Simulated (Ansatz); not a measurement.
## GeSe2, carrier doping

The reference is GeSe2 (space group I-42d, No. 122; a = 5.7921 Å, c = 9.6024 Å; a cell from a computed database, its experimental status unchecked).

Carriers are added at fixed cell with a uniform background; the Fermi–Dirac width is that of 300 K.

Calculations: PBEsol in Ansatz (plane waves to 420 eV, PAW, no SOC), earlier PAW set.

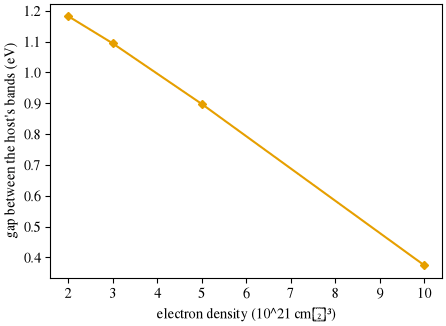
*Gap between the host's bands against electron density*

### Question
From the plot, what is the gap between the host's bands for electrons 3.0×10^21 cm⁻³?

### Answer
About 1.09 eV.

### Question
Is the trend monotonic over the range shown?

### Answer
Yes, it falls throughout, spanning 0.37 eV to 1.18 eV.

Carriers are added with a uniform compensating background; total energy and stress of such cells depend on the potential's zero and are not compared; many-body gap narrowing is missing at this level. Gaps are read on the SCF mesh and a high-symmetry path. No phonon test of stability was made.

Ansatz is an electronic-structure program.
